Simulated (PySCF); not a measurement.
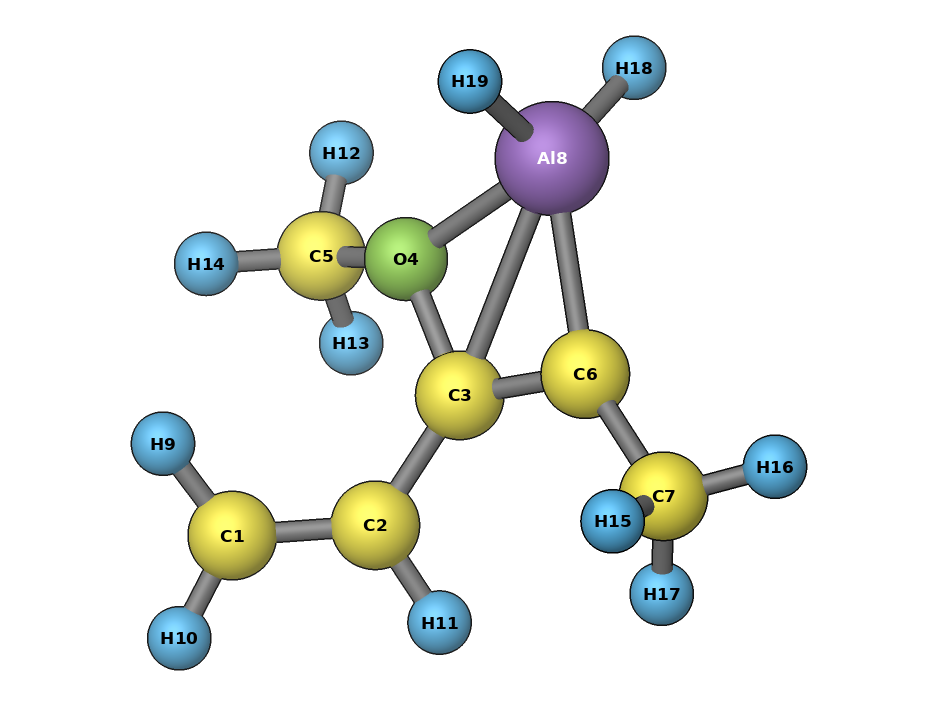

Computed geometry: GFN2-xTB optimisation. No frequency run is at hand to confirm it as a minimum. Electric field gradients from the ground-state density, PBE0/pcSseg-1 (PySCF 2.14.0), non-relativistic apart from any core potentials.

Give the largest field-gradient component, the quadrupole coupling constant and the asymmetry for 17O at O4 (Q = −25.6 mb), 27Al at Al8 (Q = 146.6 mb), 2H at H9 (Q = 2.86 mb), 2H at H10 (Q = 2.86 mb), 2H at H11 (Q = 2.86 mb), 2H at H12 (Q = 2.86 mb).

```json
{"atom": "O4", "V_zz (a.u.)": "−1.938", "e²qQ/h (MHz)": "11.65", "η": "0.81"}
{"atom": "Al8", "V_zz (a.u.)": "0.954", "e²qQ/h (MHz)": "32.8", "η": "0.46"}
{"atom": "H9", "V_zz (a.u.)": "0.337", "e²qQ/h (MHz)": "0.226", "η": "0.06"}
{"atom": "H10", "V_zz (a.u.)": "0.338", "e²qQ/h (MHz)": "0.227", "η": "0.05"}
{"atom": "H11", "V_zz (a.u.)": "0.320", "e²qQ/h (MHz)": "0.215", "η": "0.07"}
{"atom": "H12", "V_zz (a.u.)": "0.300", "e²qQ/h (MHz)": "0.202", "η": "0.09"}
```

The geometry is semi-empirical. Around Al such bond lengths and angles can be off by a tenth of an ångström or more and by several degrees, and values that hang on the shape move with them.
